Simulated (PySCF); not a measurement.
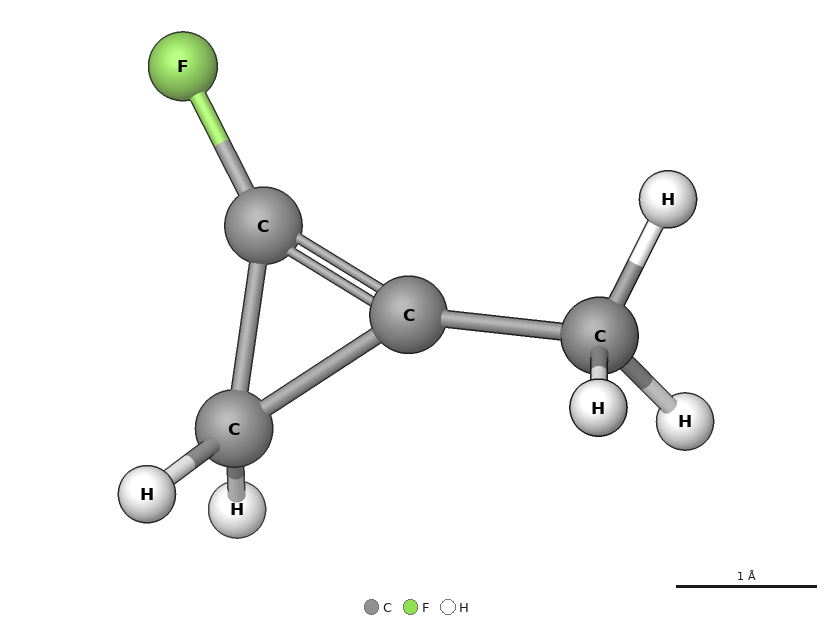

Rendered structure (ball-and-stick style). Double and triple bonds are drawn as two and three sticks.

The geometry was computed by an optimisation with PBE0-D3(BJ)/def2-SVP. No frequency run is at hand to confirm it as a minimum.

Give the formula.

C₄H₅F, 10 atoms: 4 carbon, 5 hydrogen and 1 fluorine.

Count the bonded pairs by element.

5 C–H, 4 C–C, 1 C–F.

More results for the same structure follow; atom numbers are the same in all pictures, views and colours differ.

**Shape**

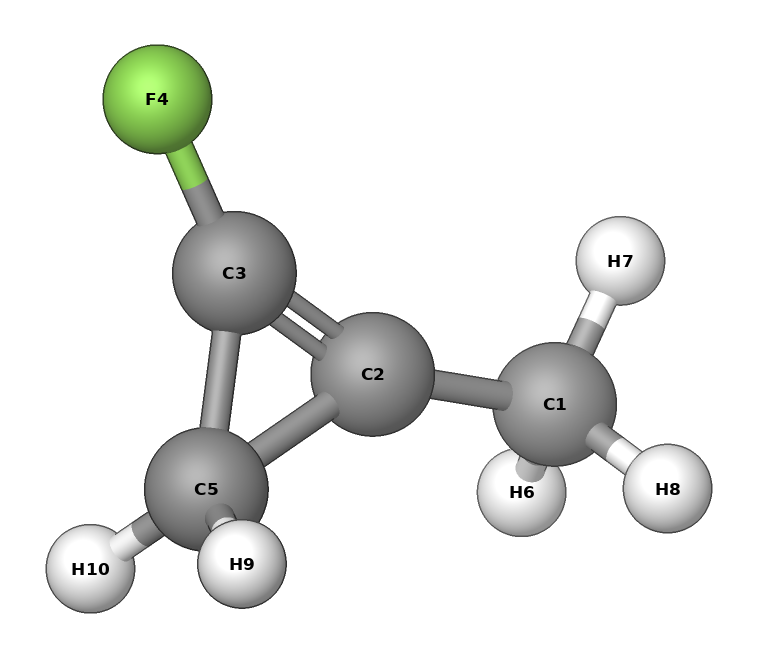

Numbered structure. No frequency run is at hand to confirm it as a minimum.

Give these bond angles: C2–C1–H7, C2–C1–H6, C1–C2–C3, C1–C2–C5, C3–C2–C5, C2–C3–F4, C2–C3–C5, F4–C3–C5, C2–C5–C3, C2–C5–H9, C3–C5–H9.

| angle | degrees |
| --- | --- |
| C2–C1–H7 | 111.3 |
| C2–C1–H6 | 110.7 |
| C1–C2–C3 | 156.3 |
| C1–C2–C5 | 142.3 |
| C3–C2–C5 | 61.4 |
| C2–C3–F4 | 148.9 |
| C2–C3–C5 | 67.9 |
| F4–C3–C5 | 143.2 |
| C2–C5–C3 | 50.7 |
| C2–C5–H9 | 119.3 |
| C3–C5–H9 | 120.5 |

**NMR shielding**

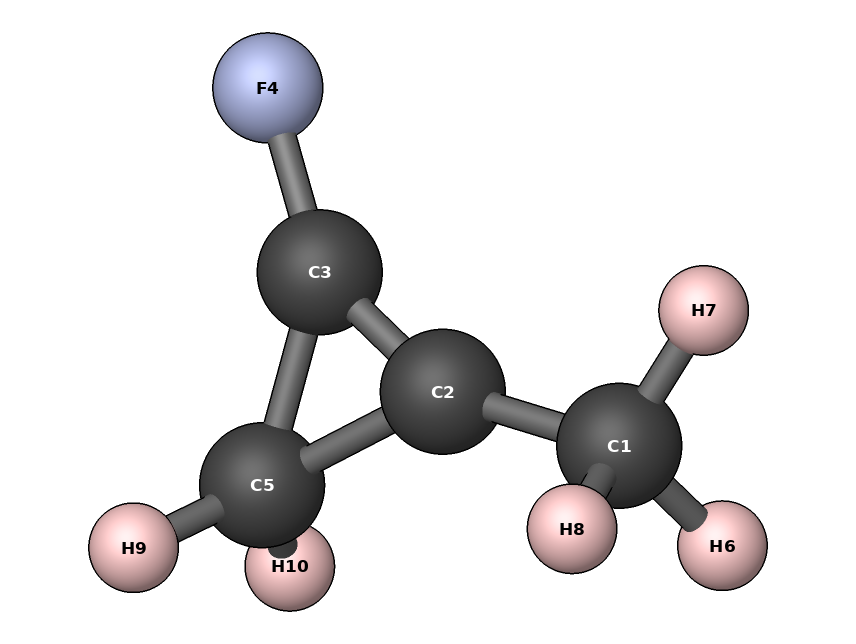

No frequency run is at hand to confirm it as a minimum. Level of theory: GIAO BP86/pcSseg-2 NMR shielding, non-relativistic, gas phase (PySCF 2.14.0). Principal shieldings σ11 ≤ σ22 ≤ σ33, span Ω = σ33 − σ11, skew κ = 3(σiso − σ22)/Ω.

Which C atom has the most anisotropic shielding?

C3, with a span of 223 ppm.

Give the shielding tensors of the C atoms.

| atom | σ11 | σ22 | σ33 | σiso | Ω | κ |
| --- | --- | --- | --- | --- | --- | --- |
| C1 | 152.8 | 170.0 | 183.4 | 168.7 | 30.5 | −0.13 |
| C2 | 9.6 | 134.1 | 152.4 | 98.7 | 142.8 | −0.74 |
| C3 | −89.4 | 48.0 | 133.7 | 30.8 | 223.1 | −0.23 |
| C5 | 119.6 | 142.8 | 195.0 | 152.5 | 75.4 | 0.38 |

Shieldings and span in ppm.

**Ring current**

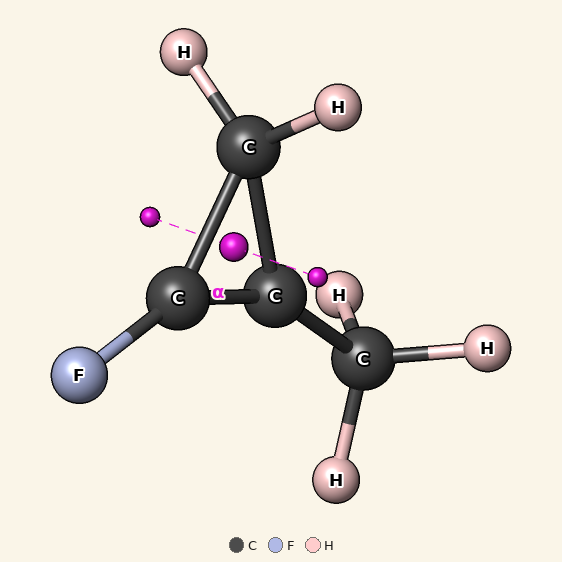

The small points mark where nucleus-independent chemical shifts (NICS) were computed: at the centre of each lettered ring and 1 Å above and below it. No frequency run is at hand to confirm it as a minimum. Properties computed with GIAO HF/pcSseg-2 NMR shielding, non-relativistic, gas phase (PySCF 2.14.0).

Give NICS(0), NICS(1) and the out-of-plane component NICS(1)zz for each ring (means of the two sides).

```tsv
ring	members	NICS(0)	NICS(1)	NICS(1)zz
α	C3	−33.6	−6.1	−11.8
```

Values in ppm.

**Electronic properties**

No frequency run is at hand to confirm it as a minimum. Level of theory: BLYP/pcSseg-2, gas phase (PySCF 2.14.0).

What is the HOMO–LUMO gap?

5.33 eV.

Give the HOMO energy (Kohn–Sham orbital) at this level.

−5.54 eV.

What is the dipole moment?

1.63 D.
